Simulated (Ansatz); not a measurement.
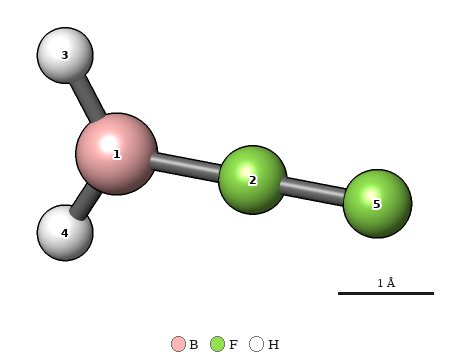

The input geometry (ball-and-stick view, seen at a tilt; atoms are numbered from 1 in the order of the input). Bond lengths as drawn: B–F 1.57 Å, B–H 1.19 Å and F–F 1.44 Å.

## Geometry relaxation of BH$_{2}$F$_{2}$

System: BH$_{2}$F$_{2}$, multiplicity 2.
Method: UKS B3LYP-D4/def2-SVP (Ansatz 0.2.0).

The input holds or restrains some coordinates. It belongs to a series of runs on one base structure; here: pulled along the bonds that form and break, towards end A. Figures and captions count atoms from 1; the log counts them from 0 in places.

**Input file**
```yaml
crystal:
  periodic: [false, false, false]
  atoms:
    - { symbol: B, position_ang: [0.0, 0.0, 0.0] }
    - { symbol: F, position_ang: [0.0, 0.0, 1.57] }
    - { symbol: H, position_ang: [1.0305, 0.0, -0.595] }
    - { symbol: H, position_ang: [-1.0305, 0.0, -0.595] }
    - { symbol: F, position_ang: [0.0, 0.0, 3.01] }
magnetization:
  spin_polarized: true
  initial_magnetization: 1
basis:
  gaussian: { orbitals: def2-SVP }
hamiltonian:
  xc: b3lyp
  dispersion: d4
relax:
  f_tol: 0.15
  max_steps: 25
  restrain:
    - { distance: [1, 4], at: 2.34, k: 30.0 }
    - { distance: [0, 1], at: 1.32, k: 30.0 }
output:
  orbitals: {}
```

Machine: 1 thread of Arm Neoverse V2, 24 GiB of memory available, shared host.

Run as:
```bash
ansatz run input.yaml --threads 1 --pin off --max-ram 2048MiB --backend cpu --events-out ev --progress --plain --runs-dir out
```

**The program's output**
```
The last accepted step is kept in [file] (removed where the run ends without a failure and the disk answers)
Engine: ansatz 0.2.0, aarch64-unknown-linux-gnu
Functional definition: B3LYP
  parameter a0 = 0.2
  parameter ax = 0.72
  parameter ac = 0.81
  exchange = (1 - a0 - ax)*slater_x + ax*b88_x + a0*exact_x
  correlation = (1 - ac)*vwn_rpa_c + ac*lyp_c
551 factors; integrals over basis functions are off by at most 3.8e-4 eV
mean field evaluation 1: about -6130.7004 eV, gradient 1.7e1 eV
mean field evaluation 2: about -6130.0905 eV, gradient 2.3e1 eV
mean field evaluation 4: about -6131.8178 eV, gradient 2.0e0 eV
mean field evaluation 8: about -6131.8619 eV, gradient 5.2e-2 eV
mean field evaluation 16: about -6131.8619 eV, gradient 7.8e-5 eV
mean field -6131.86193502 eV, -225.3417697868 hartree, gradient 7.8e-5 eV, S^2 0.752625; 0 other end points of the search recorded, 0 dependent functions left out
the calculation of the forces begins
reference -6131.86209687 eV, -225.3417757345 hartree; 13, 12 occupied and 39, 40 virtual orbitals, 551 factors
relax step   1: F+E_penalty+E_count = -6131.91591061 eV  Δ(F+E_penalty+E_count) = +0.000e0 eV  max|allowed force component| = 1.674e1 eV/Å  E_restraint = 13.08750000 eV  max|allowed force component, restraints' pulls added| = 5.124e1 eV/Å  Δτ_max = 0.0000 Å  (28 SCF iters, accepted)
  distance F 1 - F 4 = 1.4400 Å
  distance B 0 - F 1 = 1.5700 Å
these checks for a lower state are left out or cut short: starts, cluster_reference, orbital_swaps, neighbouring_geometries, increment
553 factors; integrals over basis functions are off by at most 3.8e-4 eV
mean field -6134.95661048 eV, -225.4554970120 hartree, gradient 1.9e-5 eV, S^2 0.751321; 0 other end points of the search recorded, 0 dependent functions left out
the calculation of the forces begins
reference -6134.95677712 eV, -225.4555031363 hartree; 13, 12 occupied and 39, 40 virtual orbitals, 553 factors
relax step   2: F+E_penalty+E_count = -6135.00825349 eV  Δ(F+E_penalty+E_count) = -3.092e0 eV  max|allowed force component| = 4.741e0 eV/Å  E_restraint = 4.11710818 eV  max|allowed force component, restraints' pulls added| = 2.272e1 eV/Å  Δτ_max = 0.1949 Å  (39 SCF iters, accepted)
  distance F 1 - F 4 = 1.8225 Å
  distance B 0 - F 1 = 1.4017 Å
these checks for a lower state are left out or cut short: starts, cluster_reference, orbital_swaps, neighbouring_geometries, increment
553 factors; integrals over basis functions are off by at most 5.1e-4 eV
mean field evaluation 32: about -6135.3625 eV, gradient 1.3e-5 eV
mean field -6135.36247972 eV, -225.4704124318 hartree, gradient 4.7e-6 eV, S^2 0.751055; 0 other end points of the search recorded, 0 dependent functions left out
the calculation of the forces begins
reference -6135.36265165 eV, -225.4704187501 hartree; 13, 12 occupied and 39, 40 virtual orbitals, 553 factors
relax step   3: F+E_penalty+E_count = -6135.41132310 eV  Δ(F+E_penalty+E_count) = -4.031e-1 eV  max|allowed force component| = 2.558e0 eV/Å  E_restraint = 0.42822494 eV  max|allowed force component, restraints' pulls added| = 5.146e0 eV/Å  Δτ_max = 0.1990 Å  (54 SCF iters, accepted)
  distance F 1 - F 4 = 2.1790 Å
  distance B 0 - F 1 = 1.2687 Å
these checks for a lower state are left out or cut short: starts, cluster_reference, orbital_swaps, neighbouring_geometries, increment
553 factors; integrals over basis functions are off by at most 4.3e-4 eV
mean field -6135.41846582 eV, -225.4724698829 hartree, gradient 2.7e-6 eV, S^2 0.751015; 0 other end points of the search recorded, 0 dependent functions left out
the calculation of the forces begins
reference -6135.41863919 eV, -225.4724762543 hartree; 13, 12 occupied and 39, 40 virtual orbitals, 553 factors
relax step   4: F+E_penalty+E_count = -6135.46506762 eV  Δ(F+E_penalty+E_count) = -5.374e-2 eV  max|allowed force component| = 7.942e-1 eV/Å  E_restraint = 0.00439102 eV  max|allowed force component, restraints' pulls added| = 1.235e0 eV/Å  Δτ_max = 0.1472 Å  (51 SCF iters, accepted)
  distance F 1 - F 4 = 2.3488 Å
  distance B 0 - F 1 = 1.3347 Å
these checks for a lower state are left out or cut short: starts, cluster_reference, orbital_swaps, neighbouring_geometries, increment
553 factors; integrals over basis functions are off by at most 4.3e-4 eV
mean field -6135.46923886 eV, -225.4743357575 hartree, gradient 5.8e-6 eV, S^2 0.751013; 0 other end points of the search recorded, 0 dependent functions left out
the calculation of the forces begins
reference -6135.46941202 eV, -225.4743421211 hartree; 13, 12 occupied and 39, 40 virtual orbitals, 553 factors
relax step   5: F+E_penalty+E_count = -6135.51588014 eV  Δ(F+E_penalty+E_count) = -5.081e-2 eV  max|allowed force component| = 1.271e-1 eV/Å  E_restraint = 0.00021520 eV  max|allowed force component, restraints' pulls added| = 1.314e-1 eV/Å  Δτ_max = 0.0775 Å  (50 SCF iters, accepted)
  distance F 1 - F 4 = 2.3426 Å
  distance B 0 - F 1 = 1.3227 Å
553 factors; integrals over basis functions are off by at most 4.3e-4 eV
mean field evaluation 64: about -5771.2685 eV, gradient 1.3e2 eV
mean field evaluation 96: about -6135.4568 eV, gradient 1.7e0 eV
```

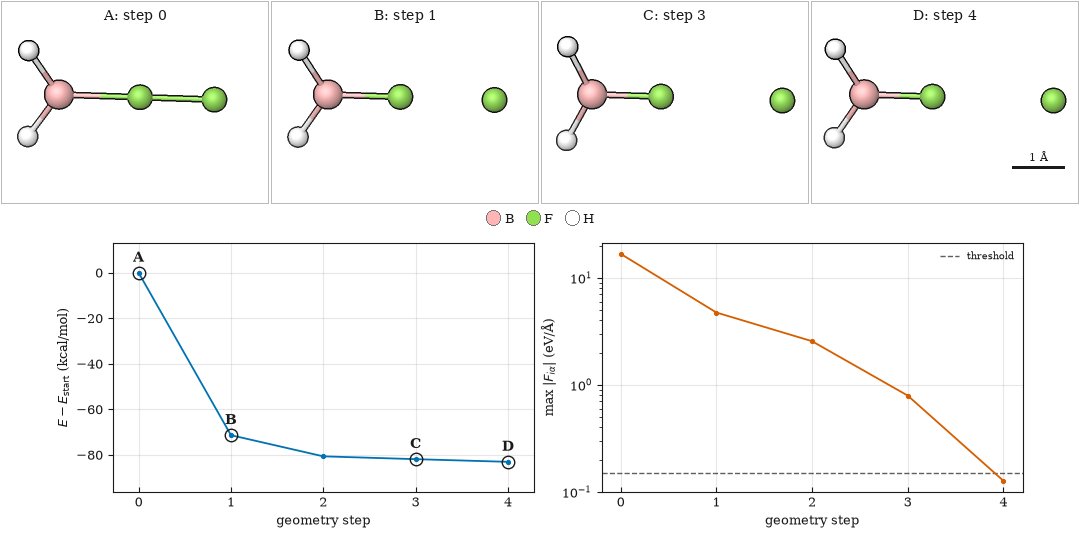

Frames of the restrained relaxation (ball-and-stick view, seen at a tilt) above the curves, on which the letters mark them (the first geometry is step 0 here and step 1 in the log).

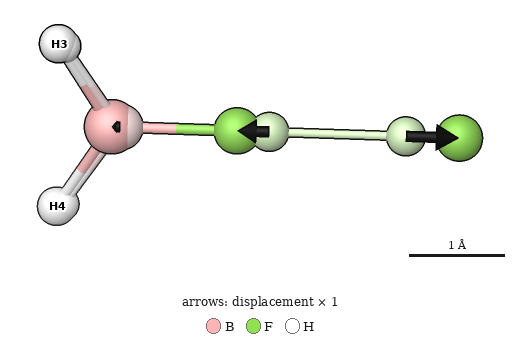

Start (faint) and end (solid) with the displacements as black arrows, at true length (ball-and-stick view, seen at a tilt). The two geometries are laid on each other by the best rigid fit. Over 4 geometry steps the energy falls by 83.0 kcal/mol. Largest force component: 17 eV/Å at the start, 0.13 eV/Å at the end. F5 moves most after the best rigid fit: 0.56 Å. By element the largest moves are F 0.56 Å, B 0.09 Å, H 0.07 Å. Distances before and after: F2–F5 1.440 → 2.343 Å, B1–F2 1.570 → 1.323 Å, B1–H3 1.190 → 1.203 Å. Among the angles that change: H3–B1–H4 120.0° → 123.6°. (Atoms are counted from 1 in the order of the input.)

```
mean field -6135.46923886 eV, -225.4743357575 hartree, gradient 5.8e-6 eV, S^2 0.751013; 4 other end points of the search recorded, 0 dependent functions left out
the calculation of the forces begins
reference -6135.46941202 eV, -225.4743421211 hartree; 13, 12 occupied and 39, 40 virtual orbitals, 553 factors
Total energy: -6135.51605331 eV, -225.4760561568 hartree
Atom 0 at     0.000000    -0.000000    -0.092144 Å, force    -0.000000     0.000000     0.009526 eV/Å
Atom 1 at     0.000000     0.000000     1.230605 Å, force    -0.000000    -0.000000    -0.127125 eV/Å
Atom 2 at     1.060548    -0.000000    -0.660836 Å, force     0.095490     0.000000     0.026501 eV/Å
Atom 3 at    -1.060548    -0.000000    -0.660836 Å, force    -0.095490    -0.000000     0.026501 eV/Å
Atom 4 at    -0.000000    -0.000000     3.573211 Å, force    -0.000000     0.000000     0.064597 eV/Å
Dipole moment:    -0.000000     0.000000    -0.169644 e Å
```

**Trajectory as extended XYZ (Å, eV, eV/Å), 5 frames, from step=1 to step=5**
```
5
Properties=species:S:1:pos:R:3:forces:R:3 step=1 energy=-6131.91591
B     0.0000    0.0000    0.0000    0.0000   0.0000   2.6964
F     0.0000    0.0000    1.5700    0.0000   0.0000 -16.7447
H     1.0305    0.0000   -0.5950    0.4825   0.0000   0.4283
H    -1.0305    0.0000   -0.5950   -0.4825   0.0000   0.4283
F     0.0000    0.0000    3.0100    0.0000   0.0000  13.1918
5
Properties=species:S:1:pos:R:3:forces:R:3 step=2 energy=-6135.00825
B     0.0000    0.0000   -0.0193    0.0000   0.0000   2.2491
F     0.0000    0.0000    1.3824    0.0000   0.0000  -4.7409
H     1.0425    0.0000   -0.5890    0.4328   0.0000   0.0813
H    -1.0425    0.0000   -0.5890   -0.4328   0.0000   0.0813
F     0.0000    0.0000    3.2049    0.0000   0.0000   2.3293
5
Properties=species:S:1:pos:R:3:forces:R:3 step=3 energy=-6135.41132
B     0.0000    0.0000   -0.0437    0.0000   0.0000  -2.3884
F     0.0000    0.0000    1.2249    0.0000   0.0000   2.5577
H     1.0569    0.0000   -0.5976    0.3083   0.0000  -0.2429
H    -1.0569    0.0000   -0.5976   -0.3083   0.0000  -0.2429
F     0.0000    0.0000    3.4040    0.0000   0.0000   0.3165
5
Properties=species:S:1:pos:R:3:forces:R:3 step=4 energy=-6135.46507
B     0.0000    0.0000   -0.1323    0.0000   0.0000   0.7942
F     0.0000    0.0000    1.2024    0.0000   0.0000  -0.3293
H     1.1236    0.0000   -0.6157   -0.5704   0.0000  -0.2571
H    -1.1236    0.0000   -0.6157    0.5704   0.0000  -0.2571
F     0.0000    0.0000    3.5512    0.0000   0.0000   0.0492
5
Properties=species:S:1:pos:R:3:forces:R:3 step=5 energy=-6135.51588
B     0.0000    0.0000   -0.0921    0.0000   0.0000   0.0095
F     0.0000    0.0000    1.2306    0.0000   0.0000  -0.1271
H     1.0605    0.0000   -0.6608    0.0955   0.0000   0.0265
H    -1.0605    0.0000   -0.6608   -0.0955   0.0000   0.0265
F     0.0000    0.0000    3.5732    0.0000   0.0000   0.0646
```

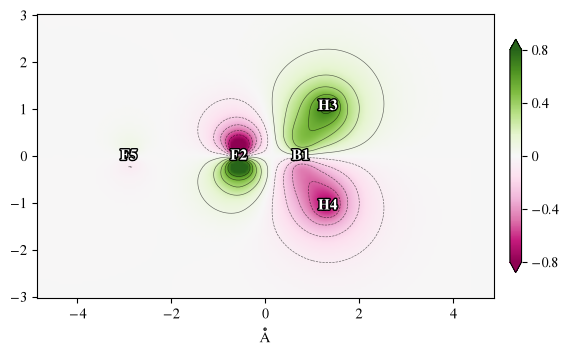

The HOMO (α) on the molecular plane (values in Å⁻³ᐟ²; the overall sign is arbitrary). Its weight (Hirshfeld) is mainly on B1 (30 %), F2 (25 %), H3 (25 %) and H4 (25 %); it is symmetric in the molecular plane (σ or in-plane lone-pair type). Its energy is −9.14 eV.

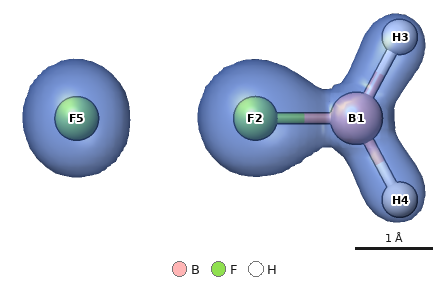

Isosurface of the total electron density at 0.8 e/Å³ (blue), seen face on. At this value the surface falls into two separate pieces. It is pinched off along the F···F (2.34 Å) contacts. On the grid the lowest density along these lines, outside the cores, is 0.12 e/Å³ (F···F, 2.34 Å), 1.4 e/Å³ (B–F, 1.32 Å) and 1.2 e/Å³ (B–H, 1.20 Å).

**Results in brief**

```tsv
quantity	value
outcome	converged under the restraints of the input
total energy	−6135.5161 eV
mean-field energy	−6135.4694 eV
⟨S²⟩	0.751
largest force (length of the vector) at the end, held atoms and coordinates included	0.127 eV/Å
wall time	15 s
peak memory	0.12 GiB
```
